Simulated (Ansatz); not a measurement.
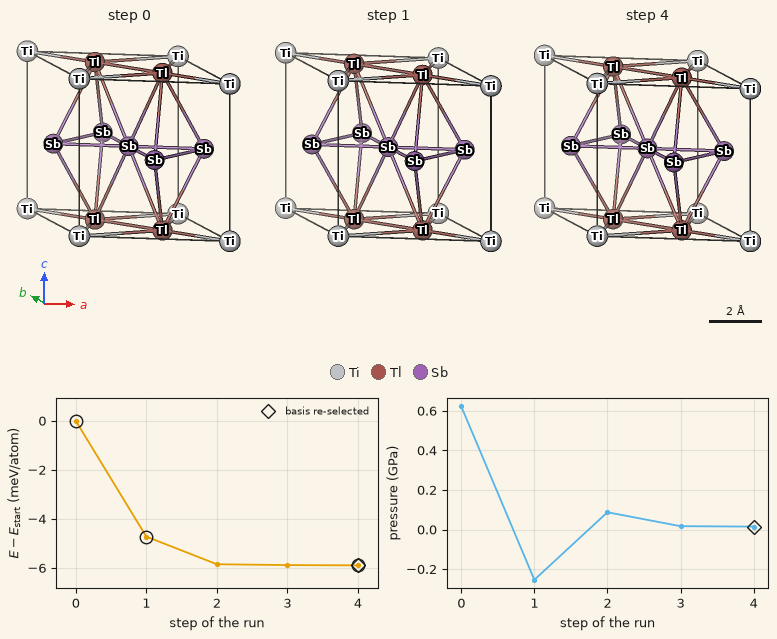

Frames of a relaxation of solid TiTl$_{2}$Sb$_{3}$ (a generated structure, set up in P6/mmm), marked on the history of the run. Style: ball-and-stick. Shown: the cell of the calculation, slightly off an axis.

Computed with Ansatz 0.2.0, DFT PBE, scalar-relativistic, plane waves, PAW. Set-up: plane-wave cutoff 420 eV; k-point mesh 9 × 9 × 6; occupations gaussian; smearing width 0.1 eV; no spin polarisation; cell and atoms relaxed; force threshold 0.01 eV/Å; at most 80 steps.

What happens along the run?

No atom moves by more than 0.005 Å relative to the cell. The volume changes by +0.2 %, with a = b 5.890 → 5.988 Å (+1.7 %), c 6.171 → 5.984 Å (−3.0 %). Among the contacts that change: Sb–Tl 3.523 → 3.456 Å, Ti–Tl 3.401 → 3.457 Å, Tl–Tl 3.401 → 3.457 Å, Sb–Sb 2.945 → 2.994 Å. The space group stays P6/mmm (No. 191). The energy falls by 5.9 meV per atom in 3 accepted moves (4 points after the start). All forces vanish by symmetry, so only the cell relaxes. Pressure: 0.62 GPa at the start and 0.02 GPa at the end. The SCF was repeated once at an unchanged geometry on a basis and grid sized afresh for the cell, which shifted the energy by less than 0.05 meV per atom at most. From step 0 to 1: volume +1.4 %, energy −4.7 meV per atom. From step 1 to 4: volume −1.2 %, energy −1.2 meV per atom.

| step | E − E(0), meV/atom | pressure, GPa | volume, Å³/atom | note |
| --- | --- | --- | --- | --- |
| 0 | 0.00 | 0.62 | 30.901 |  |
| 1 | -4.72 | -0.25 | 31.343 |  |
| 2 | -5.85 | 0.09 | 30.933 |  |
| 3 | -5.88 | 0.02 | 30.968 |  |
| 4 | -5.89 | 0.02 | 30.968 | same geometry, new basis |
